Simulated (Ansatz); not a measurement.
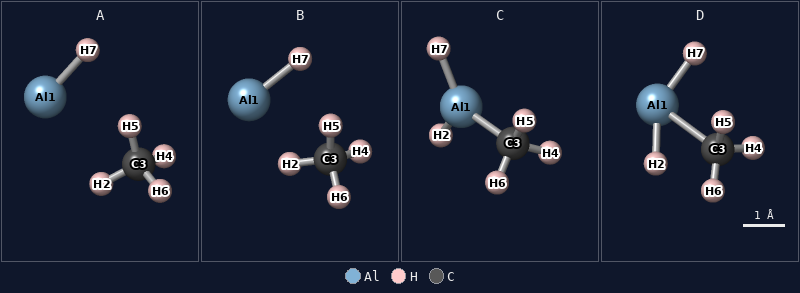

4 geometries from a converged minimum-energy path of CH5Al, shuffled. Style: ball-and-stick. Shown from a free direction.

Method: Ansatz 0.2.0, RKS r2SCAN-D4/def2-SVP. Set-up: 7 movable images; climbing image; force threshold 0.03 eV/Å; iteration limit 60; starting path through a guess of the saddle point.

Q: Which frame is the top of the path?

A: D. In order along the path, whose images run from 0 to 8: C (image 0, 0.0 kcal/mol), D (image 4, +69.5 kcal/mol), B (image 6, +30.0 kcal/mol), A (image 8, +29.2 kcal/mol). Breaking: Al1–C3 (1.95 → 2.26 at the top → 3.46 Å), Al1–H2 (1.59 → 1.58 at the top → 3.05 Å). Forming: H2–C3 (3.07 → 1.72 at the top → 1.10 Å).
